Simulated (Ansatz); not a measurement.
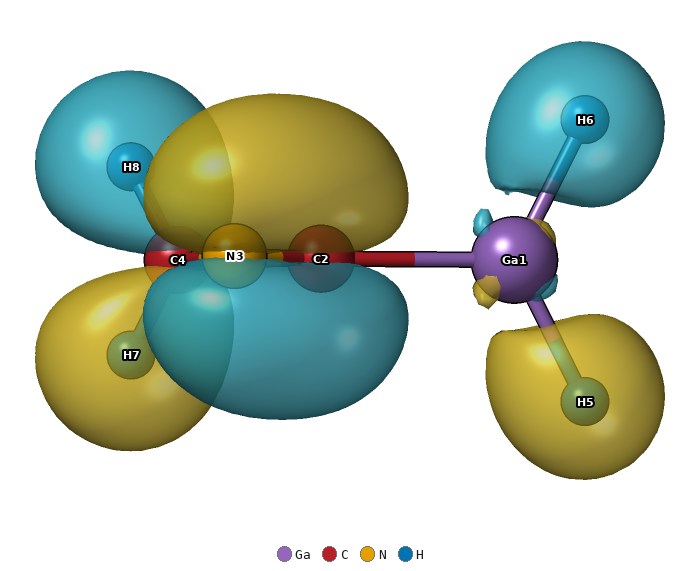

*C₂H₄GaN (SMILES [GaH2][C]1=NC1). The HOMO−1 at ±0.08 Å⁻³ᐟ² (yellow and cyan are the two phases), seen across its widest extent.*

Geometry: PBE0-D4/def2-TZVP.

Computed with RKS PBE0-D4/def2-TZVPP (Ansatz).

```xyz
8

Ga   -0.8418    1.5315   -0.1976
C     0.3422    0.0355    0.2080
N     1.4073   -0.3380    0.7617
C     0.6143   -1.4095    0.0875
H    -0.6265    2.2815   -1.5487
H    -2.0047    1.8272    0.7995
H     1.0151   -1.8120   -0.8386
H     0.0940   -2.1160    0.7283
```

Q: Where does this orbital lie, and at what energy?

A: Its weight (Hirshfeld) is mainly on N3 (about 35 %), C2 (about 20 %), C4 (about 15 %), H8 (about 10 %), H7 (about 10 %) and Ga1 (about 5 %). Its energy is −8.23 eV.
